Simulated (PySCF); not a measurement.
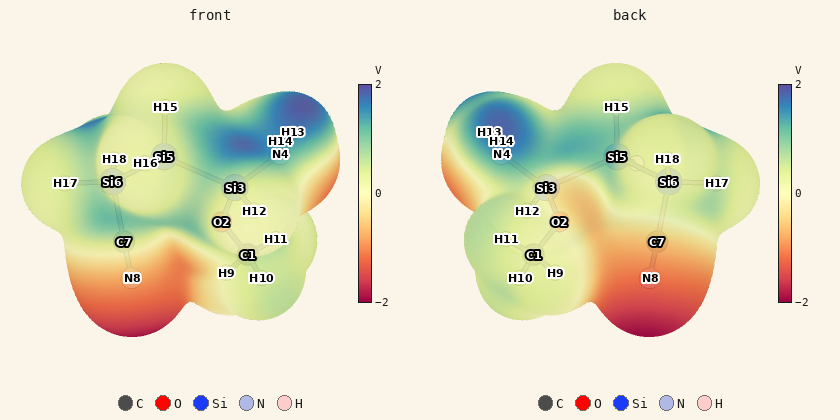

*C2H10N2OSi3. The electrostatic potential painted on the density surface at 0.002 e/bohr³, seen from the front and from behind; red is negative and blue positive.*

Geometry: GFN2-xTB.

Method: PySCF, PBE0/pcSseg-1, SCF density, gas phase, non-relativistic.

```json
{"atom": "C", "x (Å)": "-1.8392", "y (Å)": "1.4955", "z (Å)": "-0.0436"}
{"atom": "O", "x (Å)": "-0.8314", "y (Å)": "0.5562", "z (Å)": "0.1701"}
{"atom": "Si", "x (Å)": "-0.9439", "y (Å)": "-1.0032", "z (Å)": "0.6089"}
{"atom": "N", "x (Å)": "-1.8760", "y (Å)": "-1.8723", "z (Å)": "-0.5642"}
{"atom": "Si", "x (Å)": "1.3323", "y (Å)": "-1.3329", "z (Å)": "0.7319"}
{"atom": "Si", "x (Å)": "2.6340", "y (Å)": "0.4781", "z (Å)": "0.0740"}
{"atom": "C", "x (Å)": "1.7724", "y (Å)": "2.0806", "z (Å)": "0.5002"}
{"atom": "N", "x (Å)": "1.2291", "y (Å)": "3.0549", "z (Å)": "0.7646"}
{"atom": "H", "x (Å)": "-1.3612", "y (Å)": "2.4567", "z (Å)": "-0.2342"}
{"atom": "H", "x (Å)": "-2.4794", "y (Å)": "1.5803", "z (Å)": "0.8365"}
{"atom": "H", "x (Å)": "-2.4561", "y (Å)": "1.2111", "z (Å)": "-0.8988"}
{"atom": "H", "x (Å)": "-1.7523", "y (Å)": "-1.1994", "z (Å)": "1.8199"}
{"atom": "H", "x (Å)": "-2.0570", "y (Å)": "-2.8523", "z (Å)": "-0.4228"}
{"atom": "H", "x (Å)": "-1.7107", "y (Å)": "-1.6976", "z (Å)": "-1.5434"}
{"atom": "H", "x (Å)": "1.7721", "y (Å)": "-2.4835", "z (Å)": "-0.0897"}
{"atom": "H", "x (Å)": "1.7527", "y (Å)": "-1.7463", "z (Å)": "2.0846"}
{"atom": "H", "x (Å)": "3.9465", "y (Å)": "0.6571", "z (Å)": "0.7148"}
{"atom": "H", "x (Å)": "2.8594", "y (Å)": "0.6233", "z (Å)": "-1.3738"}
```

Which sites attract a positive test charge, and which a negative one?

A positive charge is drawn to the negative regions and a negative charge to the positive ones. The most negative region (about −1.9 V) lies over N8, the most positive (about +1.9 V) over Si3, H13 and H14. N8 is the likeliest acceptor of a hydrogen bond.

What dipole moment does the calculation give?

Its dipole moment is 4.49 D.
